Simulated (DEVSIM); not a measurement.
Structure: Al0.3Ga0.7As/GaAs p-n heterojunction, at 350 K.

| layer (left to right) | material | thickness (μm) | Nd (cm⁻³) | Na (cm⁻³) | τn (s) | τp (s) |
|---|---|---|---|---|---|---|
| 1 | Al0.3Ga0.7As | 0.940 | - | 1.4e17 | 5.5e-10 | 5.5e-10 |
| 2 | GaAs | 3.40 | 1.4e17 | - | 5.5e-10 | 5.5e-10 |

Left contact: ohmic. Right contact: ohmic. Voltage is applied to the left contact. Recombination: SRH at mid-gap, Auger. Mobility is constant in doping.

This is a model device: material constants are rounded textbook-type values typed into the input, and sizes, dopings and lifetimes were drawn at random. Values at 300 K; Nc and Nv go as T^1.5, mobilities as T to minus their exponent, the gap by Varshni's rule with the affinity fixed.

```
parameter         Al0.3Ga0.7As      GaAs
----------------  ------------  --------
gap (eV)                1.7981     1.424
affinity (eV)            3.833      4.07
permittivity             12.05      12.9
Nc (cm⁻³)              6.96e17    4.7e17
Nv (cm⁻³)                 9e18      9e18
μn (cm²/Vs)               3880      8500
μp (cm²/Vs)                197       400
T exponent of μn           2.1       2.1
T exponent of μp           2.2       2.2
Cn (cm⁶/s)               1e-30     1e-30
Cp (cm⁶/s)               1e-30     1e-30
Varshni α (eV/K)      0.000541  0.000541
Varshni β (K)              204       204
```

DEVSIM, 1D drift-diffusion, Boltzmann statistics, complete ionisation; no tunnelling, impact ionisation, image-force lowering or self-heating. Band offsets follow the typed affinities; no thermionic-emission limit at abrupt steps, no polarisation charge.

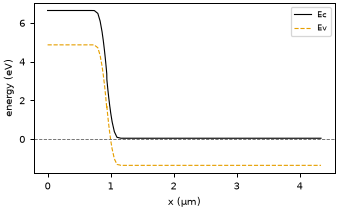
Figure. Band edges at -5.0 V on the left contact

Energies count from the Fermi level of the right contact; mesh points crowd at the junctions.

```
x (μm)    Ec (eV)  Ev (eV)  n (cm⁻³)  p (cm⁻³)  field (V/cm)
--------  -------  -------  --------  --------  ------------
0.000       6.643    4.867     < 1e2    1.4e17           ≈ 0
0.007434    6.643    4.867     < 1e2    1.4e17           ≈ 0
0.02503     6.643    4.867     < 1e2    1.4e17           ≈ 0
0.07081     6.643    4.867     < 1e2    1.4e17           ≈ 0
0.2494      6.643    4.867     < 1e2    1.4e17           ≈ 0
0.5722      6.643    4.867     < 1e2    1.4e17           ≈ 0
0.7977      6.493    4.718     < 1e2    9.8e14        -71000
0.9011      4.635    2.860     < 1e2     48000       -290000
0.9268      3.821    2.046     < 1e2     41000       -340000
0.9377      3.436    1.661     < 1e2     38000       -370000
0.9430      3.012    1.611     < 1e2    120000       -340000
0.9618      2.409    1.008       240     18000       -300000
1.003       1.327   -0.074       940     12000       -220000
1.101       0.093   -1.308    2.7e16     < 1e2        -32000
1.499       0.044   -1.357    1.4e17     < 1e2           ≈ 0
2.372       0.044   -1.357    1.4e17     < 1e2           ≈ 0
3.491       0.044   -1.357    1.4e17     < 1e2           ≈ 0
4.010       0.044   -1.357    1.4e17     < 1e2           ≈ 0
4.246       0.044   -1.357    1.4e17     < 1e2           ≈ 0
4.304       0.044   -1.357    1.4e17     < 1e2           ≈ 0
4.329       0.044   -1.357    1.4e17     < 1e2           ≈ 0
4.340       0.044   -1.357    1.4e17     < 1e2           ≈ 0
```
